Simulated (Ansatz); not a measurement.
# What LiSc3 (built on the sites of a database entry of LiAl3) distorts into

Wanted: the energy along a soft mode of LiSc3 (built on the sites of a database entry of LiAl3) and the structure at the end.

Method: DFT PBEsol, scalar-relativistic, plane waves, PAW, in Ansatz 0.2.0.

The structure was built from a prototype and need not be the compound's stable phase.

## 1. Set-up

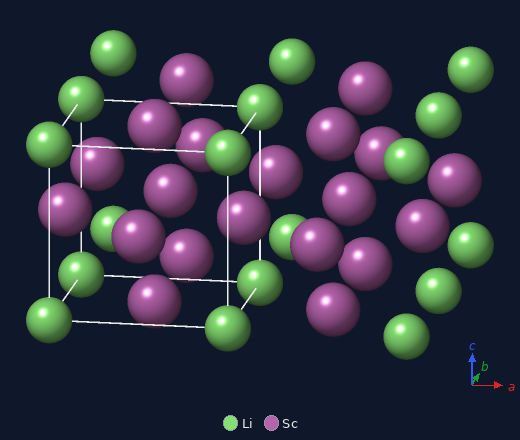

The cell as given, slightly off an axis (lithium green, scandium purple). 2×2×1 cells are drawn. Some periodic images of atoms are drawn too.

## 2. Phonons on a q mesh

The cell comes from relaxations at this level that are not shown. Stability and thermal properties need the whole zone. Linear response on a 4×4×4 q mesh gives force constants as far as a supercell of that size would.

input.yaml

```yaml
crystal:
  lattice:
    - [4.4755295906, 0.0, 0.0]
    - [0.0, 4.4755295906, 0.0]
    - [0.0, 0.0, 4.4755295906]
  atoms:
    - { symbol: Li, position: [0.0, 0.0, 0.0] }
    - { symbol: Sc, position: [0.5, 0.5, 0.0] }
    - { symbol: Sc, position: [0.5, 0.0, 0.5] }
    - { symbol: Sc, position: [0.0, 0.5, 0.5] }
kpoints:
  mp_grid: { grid: [12, 12, 12] }
hamiltonian:
  xc: pbesol
scf:
  occupations: { method: methfessel_paxton, width: 0.2 }
output:
  eigenvalues: true
phonons:
  method: dfpt
  qmesh: [4, 4, 4]
  temperatures: { t_max: 1000, t_step: 50 }
  qpath:
    path:
      - [[0.0, 0.0, 0.0], [0.0, 0.5, 0.0], [0.5, 0.5, 0.0], [0.0, 0.0, 0.0], [0.5, 0.5, 0.5], [0.0, 0.5, 0.0]]
      - [[0.5, 0.5, 0.5], [0.5, 0.5, 0.0]]
    npoints: 10
```

On the command line:

```sh
$ ansatz run input.yaml --threads 4 --pin off --max-ram 14336MiB --backend cpu --events-out ev --progress --plain --runs-dir out
```

Numbers of over 12 decimals in the logs are rounded to 6 here.

Output:

```text
Engine: ansatz 0.2.0, aarch64-unknown-linux-gnu
Pseudopotentials: kind: paw
Pseudopotential: Li, paw, valence charge 3, recommended cutoff 420 eV (normal), Li.paw.azcp
Pseudopotential: Sc, paw, valence charge 11, recommended cutoff 420 eV (normal), Sc.paw.azcp
Functional definition: PBEsol
  exchange = pbesol_x
  correlation = pbesol_c
Crystal: 4 atoms, lattice volume = 89.646 Å³
Basis set: ecut = 420 eV, 1743 PW (Γ), exchange–correlation on 60×60×60 points (8 copies of the dense FFT grid, shifted against one another)
Bands: 22, of which v1, the nominal top of the filled ones, is band 18 counted from 1 (17 counted from 0)
Symmetry: 48 space group operations
k-points: 84 of 1728
Non-local potential: Li, projectors of the file, l = 0: 3, l = 1: 2, l = 2: 1
Non-local potential: Sc, projectors of the file, l = 0: 3, l = 1: 2, l = 2: 3, l = 3: 1
PAW form: soft (Blöchl's): semilocal exchange-correlation on the pseudo side does not see the compensation charge
PAW frozen core: Sc, regenerated for the run's functional, and the local potential with it (the file was generated under x = pbe(κ = 0.804, μ = 0.219515), c = pbe(β = 0.066725))
PAW one-centre angular grid: Li, 110 points (default); XC on 64 Gauss nodes
PAW one-centre angular grid: Sc, 590 points (default); XC on 64 Gauss nodes
Initial density: superposition of atomic densities (neutral atoms: chi_scale 0, normalization atom), corrected by the library's trained network
Initial wavefunctions: pseudopotential atomic-orbital guess
Functional: x = pbesol(κ = 0.804, μ = 0.123457), c = pbesol(β = 0.046)
SCF iter   1: F=—  HF=-6536.180666 eV  |F-HF|=—  |Δ(HF+E_count)|=         —  Δρ=4.67e-3  dr2=2.69e-2  ethr=1.77e-3  ⟨swp⟩=3.6  Hψ=15319  notcnv=0
automatic band count: the SCF goes on with 26 bands, as 22 were too few: they end inside the smearing window of the response
preconditioner: auto → Kerker (q_TF=auto, 2.343 Å⁻¹)  [metal: Δε(μ)=0.007 eV  Ē_g=2.683 eV  σ=0.200 eV  W_gap=0.03  n_scr=18 (ndim 8)  ℏωp=12.4 eV  f_vac=0.000  D(μ)=9.57/eV (n_scr^D=122)]
SCF iter   2: F=—  HF=-6536.174065 eV  |F-HF|=—  |Δ(HF+E_count)|=   6.60e-3  S|Δr|=    0.00e0  Δρ=2.13e-3  dr2=5.68e-3  ethr=7.48e-5  ⟨swp⟩=1.0  Hψ=2856  notcnv=0  defer=1
SCF iter   3: F=—  HF=-6536.172713 eV  |F-HF|=—  |Δ(HF+E_count)|=   1.35e-3  S|Δr|=    0.00e0  Δρ=6.11e-4  dr2=4.24e-4  ethr=1.58e-5  ⟨swp⟩=2.2  Hψ=2724  notcnv=0  defer=1
SCF iter   4: F=—  HF=-6536.172613 eV  |F-HF|=—  |Δ(HF+E_count)|=   1.00e-4  S|Δr|=    0.00e0  Δρ=1.03e-4  dr2=1.76e-5  ethr=1.18e-6  ⟨swp⟩=1.9  Hψ=2323  notcnv=0  defer=1
SCF iter   5: F=—  HF=-6536.172610 eV  |F-HF|=—  |Δ(HF+E_count)|=   3.43e-6  S|Δr|=    0.00e0  Δρ=2.75e-5  dr2=7.20e-7  ethr=4.90e-8  ⟨swp⟩=2.0  Hψ=2526  notcnv=0  defer=1
SCF iter   6: F=—  HF=-6536.172610 eV  |F-HF|=—  |Δ(HF+E_count)|=   1.59e-7  S|Δr|=    0.00e0  Δρ=8.25e-6  dr2=8.33e-8  ethr=2.00e-9  ⟨swp⟩=2.8  Hψ=3742  notcnv=0  defer=1
SCF iter   7: F=—  HF=-6536.172610 eV  |F-HF|=—  |Δ(HF+E_count)|=   1.63e-8  S|Δr|=    0.00e0  Δρ=1.61e-6  dr2=2.44e-9  ethr=2.32e-10  ⟨swp⟩=2.0  Hψ=3311  notcnv=0  defer=1
SCF iter   8: F=—  HF=-6536.172610 eV  |F-HF|=—  |Δ(HF+E_count)|=  4.49e-10  S|Δr|=    0.00e0  Δρ=2.74e-7  dr2=8.36e-11  ethr=6.78e-12  ⟨swp⟩=2.0  Hψ=3351  notcnv=0  defer=1
SCF iter   9: F=-6536.172610 eV  HF=-6536.172610 eV  |F-HF|=0.00e0  |Δ(HF+E_count)|=  1.82e-12  S|Δr|=    0.00e0  Δρ=3.14e-8  dr2=7.68e-13  ethr=1.00e-12  ⟨swp⟩=6.2  Hψ=8240  notcnv=0
SCF 1 converged in 9 iterations: F = -6536.172610 eV  dr2 = 7.68e-13
  greatest PAW one-centre occupation: 1.000 electrons in one spin orbital (limit 2), on the Li atom at site 0 (counted from 0), in its partial waves of l = 0
Initial density: read from a saved state, or passed on in memory by an earlier SCF of this step, an earlier step, the calling program or the single point that the run made first
iter 1 solved again at ethr=8.85e-8 eV; its pass at ethr=3.10e-3 eV (dr2=3.19e-5 eV) is discarded
SCF iter   1: F=—  HF=-6536.172609 eV  |F-HF|=—  |Δ(HF+E_count)|=         —  Δρ=8.24e-7  dr2=7.48e-10  ethr=8.85e-8  ⟨swp⟩=3.2  Hψ=11650  notcnv=0
eigensolver tolerance schedule: the retry pair's looser diagonalisation over-reported the residual by 42596.49 of it (diagonalisation noise at an unbounded share of the residual, at the tolerance the schedule requests for it); recorded, not acted on — ethr = c·dr2/N_el stays at c = 1.0e-1
preconditioner: auto → Kerker (q_TF=auto, 2.343 Å⁻¹)  [metal: Δε(μ)=0.003 eV  Ē_g=1.908 eV  σ=0.200 eV  W_gap=0.01  n_scr=18 (ndim 8)  ℏωp=12.4 eV  f_vac=0.000  D(μ)=9.75/eV (n_scr^D=122)]
SCF iter   2: F=—  HF=-6536.172610 eV  |F-HF|=—  |Δ(HF+E_count)|=   1.01e-6  S|Δr|=    0.00e0  Δρ=4.45e-7  dr2=2.19e-10  ethr=2.08e-12  ⟨swp⟩=2.7  Hψ=3688  notcnv=0
SCF iter   3: F=—  HF=-6536.172610 eV  |F-HF|=—  |Δ(HF+E_count)|=  2.91e-11  S|Δr|=    0.00e0  Δρ=2.60e-7  dr2=7.36e-11  ethr=1.00e-12  ⟨swp⟩=1.0  Hψ=1848  notcnv=0
SCF iter   4: F=—  HF=-6536.172610 eV  |F-HF|=—  |Δ(HF+E_count)|=  1.09e-11  S|Δr|=    0.00e0  Δρ=1.28e-7  dr2=1.70e-11  ethr=1.00e-12  ⟨swp⟩=1.0  Hψ=1848  notcnv=0
SCF iter   5: F=-6536.172610 eV  HF=-6536.172610 eV  |F-HF|=6.37e-12  |Δ(HF+E_count)|=  9.09e-13  S|Δr|=    0.00e0  Δρ=8.12e-8  dr2=7.62e-12  ethr=1.00e-12  ⟨swp⟩=1.9  Hψ=2397  notcnv=0
SCF 2 converged in 5 iterations: F = -6536.172610 eV  dr2 = 7.62e-12
phonons: the bands overlap, so this run is a metal and interpolates without the dipole-dipole term. If the crystal is really an insulator or semiconductor, its LO-TO splitting is missing
NSCF: frozen V_eff on 84 k-points
NSCF: frozen V_eff on 343 k-points
DFPT response loops at q = (0, 0, 0) (fractional): preconditioner auto → Kerker (q_TF=auto, 2.343 Å⁻¹) (partly filled bands, converged f_vac=0.000); β = 1.00, the filter's whole step (`scf.mixing.beta` (0.50) is not read by the response loops under this deck's `scf.mixing.preconditioner`; to damp them name `kerker` or `kerker_dos`, under which they read `scf.mixing.beta`, and type it under 1.00, their step now; both keys bind the ground state too); Broyden in place of MSR1
NSCF: frozen V_eff on 1176 k-points
DFPT response loops at q = (0, 0, 0.25) (fractional): mixed as the last ones told, above
NSCF: frozen V_eff on 686 k-points
DFPT response loops at q = (0, 0, -0.5) (fractional): mixed as the last ones told, above
NSCF: frozen V_eff on 2016 k-points
DFPT response loops at q = (0, 0.25, 0.25) (fractional): mixed as the last ones told, above
NSCF: frozen V_eff on 1176 k-points
DFPT response loops at q = (0, 0.25, -0.5) (fractional): mixed as the last ones told, above
NSCF: frozen V_eff on 686 k-points
DFPT response loops at q = (0, -0.5, -0.5) (fractional): mixed as the last ones told, above
NSCF: frozen V_eff on 3456 k-points
DFPT response loops at q = (0.25, 0.25, 0.25) (fractional): mixed as the last ones told, above
NSCF: frozen V_eff on 2016 k-points
DFPT response loops at q = (0.25, 0.25, -0.5) (fractional): mixed as the last ones told, above
NSCF: frozen V_eff on 1176 k-points
DFPT response loops at q = (0.25, -0.5, -0.5) (fractional): mixed as the last ones told, above
NSCF: frozen V_eff on 686 k-points
DFPT response loops at q = (-0.5, -0.5, -0.5) (fractional): mixed as the last ones told, above
SCF converged after 9 iterations
Stability not checked: this state was not tested for a lower state beside it, because cold or Methfessel-Paxton smearing, or corrected tetrahedra, fill the levels in a way that the test cannot read (fill_not_monotonic; see scf.lower_state_search)
Free energy (F): -6536.172610 eV
Harris-Foulkes:  -6536.172610 eV  (|F-HF|=0.00e0)
Internal energy: -6536.157870 eV  (E = F + TS)
E sigma→0 (E₀):  -6536.168925 eV
Entropy (-TS):   -0.014740 eV (-3.685 meV/atom)
Fermi energy:    7.904955 eV
--- Per-component energies (eV) ---
  E_band       = -617.704524
  E_kinetic    = 802.900286
  E_local      = -2839.780432  (includes V_loc(G=0)·N_el)
  E_nonlocal   = 222.087283
  E_hartree    = 977.234758
  E_xc         = -318.762758
  E_vxc        = -396.937051  (∫ρ·V_xc dr)
  E_paw        = -2816.385792  (= ΣΔE_a)
  E_vpaw       = -360.444169  (= ΣTr[D̂ρ^β])
  E_aug_tail   = 0.000041  (compensation charges beyond the density's cutoff)
  E_ewald      = -2563.838330
  E_core_change = 0.387075  (= ΣΔE_core)
  E_smearing   = -0.014740  (= −TS)
  E_closure    = -0.000000  (closes the sum)
  Σ components = -6536.172610   (vs F -6536.172610, Δ=0.00e0)
--- Band table (eV; the first three rows and the last of 84) ---
  k-point 0: bands = [... 14 lower, 6.1391, 7.3009, 7.3009, 7.6661, 7.6661, 7.6661, 9.8382, 9.8382, ... 4 higher]
  k-point 1: bands = [... 14 lower, 6.1680, 7.2325, 7.3548, 7.6804, 7.6804, 7.6859, 9.6773, 9.6773, ... 4 higher]
  k-point 2: bands = [... 14 lower, 6.2365, 7.0406, 7.5120, 7.7209, 7.7209, 7.7424, 9.4130, 9.4130, ... 4 higher]
  k-point 83: bands = [... 14 lower, 6.6218, 6.6218, 6.6218, 8.1147, 8.1147, 8.1147, 8.2540, 9.2752, ... 4 higher]
--- Phonons (Γ-DFPT): 3 representative perturbations + reference (Σ response iterations 9) ---
  ASR residual: 2.145e-5 → 0.000e0 eV/Å²; symmetrization residual: 1.750e-6 eV/Å²
  ASR residual per site (eV/Å²): 3.98e-6 2.15e-5 2.15e-5 2.15e-5
  Γ frequencies (cm⁻¹): 0.00 0.00 0.00 133.40 133.40 133.40 236.50 236.50 236.50 320.18 320.18 320.18
--- Phonons (arbitrary-q DFPT): 10 irreducible q on the 4×4×4 mesh ---
  q = [0.0000, 0.0000, 0.0000] (star 1, of the zone-centre solve; hermiticity 5.49e-7, symmetrization 1.59e-12): -0.00 -0.00 0.00 133.40 133.40 133.40 236.50 236.50 236.50 320.18 320.18 320.18
  q = [0.0000, 0.0000, 0.2500] (star 6, 7 solved perturbations in 3612 linear systems a pass and spin channel, the states on 588 of 1728 k-point pairs; hermiticity 4.36e-7, symmetrization 1.71e-12): 49.65 49.65 64.87 114.20 126.48 126.48 207.74 215.18 215.18 318.27 318.27 319.48
  q = [0.0000, 0.0000, -0.5000] (star 3, 7 solved perturbations in 2107 linear systems a pass and spin channel, the states on 343 of 1728 k-point pairs; hermiticity 1.19e-7, symmetrization 2.25e-12): 87.79 87.79 102.81 106.03 106.03 111.85 165.51 192.13 192.13 317.68 317.68 317.91
  q = [0.0000, 0.2500, 0.2500] (star 12, 7 solved perturbations in 6132 linear systems a pass and spin channel, the states on 1008 of 1728 k-point pairs; hermiticity 3.84e-7, symmetrization 1.42e-13): -29.52 67.01 80.33 104.14 121.51 136.11 174.96 196.22 214.20 314.52 316.41 317.29
  q = [0.0000, 0.2500, -0.5000] (star 12, 12 solved perturbations on 588 of 1728 k-point pairs; hermiticity 4.91e-7, symmetrization 1.81e-13): -36.86 71.28 90.74 100.71 107.89 146.14 156.31 172.17 197.75 312.45 313.69 314.61
  q = [0.0000, -0.5000, -0.5000] (star 3, 7 solved perturbations in 2107 linear systems a pass and spin channel, the states on 343 of 1728 k-point pairs; hermiticity 1.00e-7, symmetrization 2.98e-13): -61.07 93.43 93.43 101.18 111.63 111.63 134.69 173.18 206.96 309.82 310.83 310.83
  q = [0.2500, 0.2500, 0.2500] (star 8, 3 solved perturbations in 3600 linear systems a pass and spin channel, the states on 1728 of 1728 k-point pairs; hermiticity 2.92e-7, symmetrization 9.95e-13): -35.55 -35.55 -19.50 122.29 122.29 136.37 169.34 169.34 224.08 309.90 309.90 312.46
  q = [0.2500, 0.2500, -0.5000] (star 12, 7 solved perturbations in 6132 linear systems a pass and spin channel, the states on 1008 of 1728 k-point pairs; hermiticity 2.06e-7, symmetrization 6.85e-13): -75.39 -48.20 -41.56 101.70 136.02 150.51 155.26 162.08 219.22 305.45 307.74 308.76
  q = [0.2500, -0.5000, -0.5000] (star 6, 7 solved perturbations in 3612 linear systems a pass and spin channel, the states on 588 of 1728 k-point pairs; hermiticity 5.14e-7, symmetrization 2.22e-13): -99.14 -85.50 -85.50 101.03 118.40 157.33 157.33 172.53 230.94 301.86 302.03 302.03
  q = [-0.5000, -0.5000, -0.5000] (star 1, 3 solved perturbations in 735 linear systems a pass and spin channel, the states on 343 of 1728 k-point pairs; hermiticity 5.10e-7, symmetrization 3.33e-12): -127.30 -127.30 -127.30 100.15 100.15 172.80 172.80 172.80 250.22 294.12 294.12 294.12
  sum rule: each row above includes the acoustic sum rule's correction from the zone centre's row sums; it moved no ω² by more than (0.39 cm⁻¹)²
  mesh force constants: q→R imaginary residual 7.00e-19; ASR residual 2.145e-5 → 0.000e0 eV/Å²; symmetrization residual 4.441e-15 eV/Å²
  interpolated dispersion: 62 rows × 12 modes
  density of states and harmonic sums: on the 16×16×16 q-mesh, interpolated from the force constants of a 4×4×4 supercell (no non-analytic term)
  largest difference from the sums on the solved wave vectors: F 1.38e-1 eV, S 1.79e-4 and C_V 4.09e-5 eV/K
  zero-point energy: 0.122017 eV/cell   skipped modes (ω ≤ 0): 211, of them read as no rigid motion or as one in doubt: 208 (1.263e0 modes/cell left out, lowest -127.30 cm⁻¹)   left out of the sums: 1.05e-1 of the cell's modes: C_V's classical limit lies that fraction below 3 k_B per atom; for a crystal, a wire or a layer, F and S can be off by more, and a phonons.interpolated_qmesh denser along its periods is the remedy for the sampling
```

Wall time 28 min (4 threads of Arm Neoverse V2, shared host); peak memory 8.5 GiB.

In the SCF lines HF is the Harris–Foulkes energy and dr2 the Hartree energy of the density residual, in eV; the loop may stop once dr2 is under the threshold and the program's other checks hold. Hψ counts applications of the Hamiltonian.

This step gave:

- volume per atom: 22.41 Å³
- gap on the k-mesh: 0 eV
- sum-rule residual before enforcement: 2.15e-5 eV/Å²
- lowest frequency on the path: -127.3 cm⁻¹
- point group: m-3m
- highest frequency on the path or at a solved wavevector: 320.2 cm⁻¹
- highest optical mode at the zone centre (no LO-TO term): 320.2 cm⁻¹
- lowest optical zone-centre mode: 133.4 cm⁻¹
- lowest mode on the q mesh (acoustic modes at Γ apart): -127.3 cm⁻¹

Frequencies (cm⁻¹) solved at each irreducible wavevector; negative means imaginary. Frequencies by wavevector, by row:

```
q in reciprocal lattice units  star  mode 1  mode 2  mode 3  mode 4  mode 10  mode 11  mode 12
                        0 0 0     1       0       0       0   133.4    320.2    320.2    320.2
                     0 0 0.25     6    49.6    49.6    64.9   114.2    318.3    318.3    319.5
                     0 0 -0.5     3    87.8    87.8   102.8     106    317.7    317.7    317.9
                  0 0.25 0.25    12   -29.5      67    80.3   104.1    314.5    316.4    317.3
                  0 0.25 -0.5    12   -36.9    71.3    90.7   100.7    312.4    313.7    314.6
                  0 -0.5 -0.5     3   -61.1    93.4    93.4   101.2    309.8    310.8    310.8
               0.25 0.25 0.25     8   -35.5   -35.5   -19.5   122.3    309.9    309.9    312.5
               0.25 0.25 -0.5    12   -75.4   -48.2   -41.6   101.7    305.4    307.7    308.8
               0.25 -0.5 -0.5     6   -99.1   -85.5   -85.5     101    301.9      302      302
               -0.5 -0.5 -0.5     1  -127.3  -127.3  -127.3   100.2    294.1    294.1    294.1
```

Interpolated from a 4×4×4 q mesh. Phonon branches along the path, in cm⁻¹:

```
    point  branch 1  branch 2  branch 3  branch 4  branch 9  branch 10  branch 11  branch 12
        Γ         0         0         0       133       236        320        320        320
        X        88        88       103       106       192        318        318        318
        M       -61        93        93       101       207        310        311        311
        Γ         0         0         0       133       236        320        320        320
        R      -127      -127      -127       100       250        294        294        294
        X        88        88       103       106       192        318        318        318
jump to R      -127      -127      -127       100       250        294        294        294
        M       -61        93        93       101       207        310        311        311
```

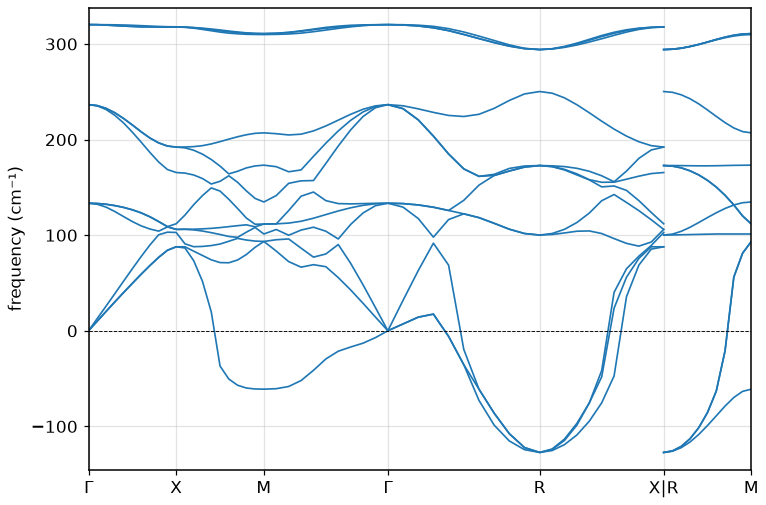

Phonon branches along the path.

Symmetry leaves 10 wavevectors to solve. The lowest mode among them, the acoustic zeros apart, lies at q = (-0.5, -0.5, -0.5) and is imaginary, 127.3i cm⁻¹, so the energy falls along it.

## 3. The mode frozen in, largest atomic shift 0 Å

The mode followed lies at q = (-0.5, -0.5, -0.5) with frequency 127.3i cm⁻¹ and is 3-fold degenerate, the softest among the wavevectors solved. At small amplitude the distorted cell has space group no. 167 by a symmetry search on the positions. The undistorted cell that holds it gives the zero of energy on the same k mesh.

System of this step: LiSc3 (built on the sites of a database entry of LiAl3). It takes space group Pm-3m (No. 221, cubic). The conventional cell has a = 4.476 Å, b = 4.476 Å, c = 4.476 Å, α = 90.00°, β = 90.00°, γ = 90.00°. Nearest to Li lie 12 Sc at 3.16 Å. Sc has 8 Sc at 3.16 Å and 4 Li at 3.16 Å nearest. Farther neighbours are not listed.

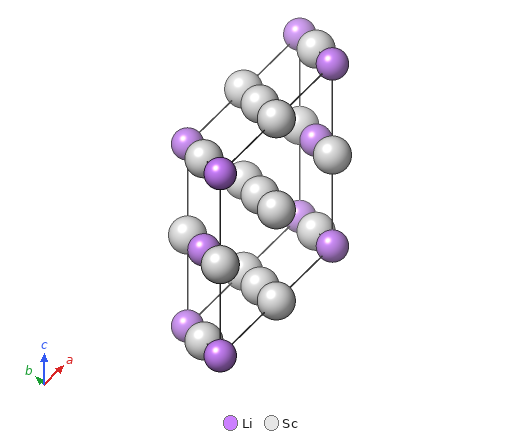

The cell of this step (lithium purple, scandium white). Some periodic images of atoms are drawn too.

input.yaml

```yaml
crystal:
  lattice:
    - [4.4755295906, 4.4755295906, 0.0]
    - [4.4755295906, 0.0, 4.4755295906]
    - [4.4755295906, 0.0, -4.4755295906]
  atoms:
    - { symbol: Li, position: [0.0, 0.5, 0.5] }
    - { symbol: Li, position: [0.0, 0.0, 0.0] }
    - { symbol: Sc, position: [0.5, 0.5, 0.5] }
    - { symbol: Sc, position: [0.5, 0.0, 0.0] }
    - { symbol: Sc, position: [0.0, 0.5, 0.0] }
    - { symbol: Sc, position: [0.0, 0.0, 0.5] }
    - { symbol: Sc, position: [0.5, 0.5, 0.0] }
    - { symbol: Sc, position: [0.5, 0.0, 0.5] }
kpoints:
  mp_grid: { grid: [8, 8, 8] }
hamiltonian:
  xc: pbesol
scf:
  occupations: { method: methfessel_paxton, width: 0.2 }
output:
  forces: true
  stress: true
  eigenvalues: true
```

Output:

```text
[...]
Crystal: 8 atoms, lattice volume = 179.293 Å³
Basis set: ecut = 420 eV, 3479 PW (Γ), exchange–correlation on 90×90×90 points (8 copies of the dense FFT grid, shifted against one another)
Bands: 44, of which v1, the nominal top of the filled ones, is band 36 counted from 1 (35 counted from 0)
Symmetry: 96 space group operations
[...]
k-points: 29 of 512
[...]
k-point 0: bands = [... 32 lower, 7.3010, 7.3010, 7.6660, 7.6660, 7.6660, 8.1148, 8.1148, 8.1148, ... 4 higher]
  k-point 1: bands = [... 32 lower, 7.2880, 7.2880, 7.6540, 7.7126, 7.7126, 8.0871, 8.0913, 8.0913, ... 4 higher]
  k-point 2: bands = [... 32 lower, 7.2456, 7.2456, 7.6132, 7.8419, 7.8433, 7.8433, 8.0647, 8.0647, ... 4 higher]
  k-point 28: bands = [... 32 lower, 7.3695, 7.3695, 7.9478, 7.9478, 8.0794, 8.0794, 8.3667, 8.3667, ... 4 higher]
[key lines of the parts left out:]
SCF converged after 7 iterations
Free energy (F): -13072.345068 eV
Fermi energy:    7.904640 eV
P = ⅓ Tr σ = -0.0013 GPa (-0.013 kbar)
```

It took 3 s on 4 threads; peak memory 0.64 GiB; 11 s of CPU time.

Numbers from this step:

| Quantity | Value |
| --- | --- |
| pressure | -0.001330 GPa |
| energy from the undistorted cell | 0 meV/atom |

The run ends at a pressure of 0.00 GPa.

(Part 1 of 3 ends here.)

[Logs are printed without paths, hosts, clocks, repeated set-up lines and the standing remarks that a program may print on its own settings, such as how far it seeks lower states.]

[Hosts, paths, dates, database ids (printed as entryN), source tags and the programs' standing remarks are cut or masked in the printed files.]
